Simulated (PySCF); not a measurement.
Ge(Br)2(Et)2, SMILES [Br][Ge]([Br])([CH2]C)[CH2]C (C4H10Br2Ge) at its GFN2-xTB optimised geometry (Å):

```
17

C     -0.3983    -2.9831     1.3081
C     -0.9211    -1.5671     1.4843
Ge    -0.3247    -0.3187     0.0000
Br    -1.0042    -1.2601    -2.0317
Br     2.0139    -0.3187     0.0000
C     -0.9256     1.6185     0.0000
C     -0.4596     2.3760     1.2313
H      0.6916    -2.9976     1.3034
H     -0.7425    -3.6143     2.1257
H     -0.7524    -3.4155     0.3724
H     -0.5695    -1.1416     2.4246
H     -2.0113    -1.5564     1.4970
H     -0.5335     2.0837    -0.9072
H     -2.0139     1.6236    -0.0704
H      0.6268     2.3593     1.3105
H     -0.8777     1.9429     2.1390
H     -0.7783     3.4155     1.1731
```

Calculation: B3LYP/def2-SVP run with PySCF. Cells within 0.4 Å of a nucleus heavier than hydrogen are left out (blank, or x).

Map of the electron localisation function on the plane z = 0.0 Å:

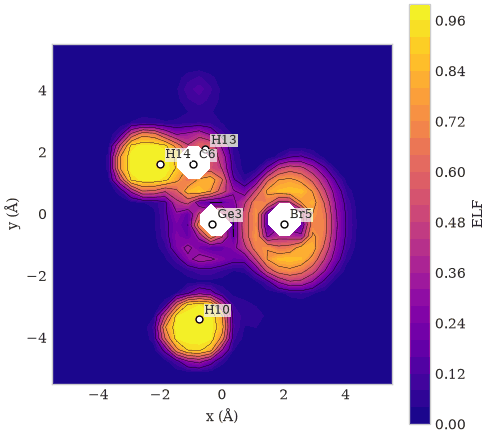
Electron localisation function on the plane z = 0.0 Å.
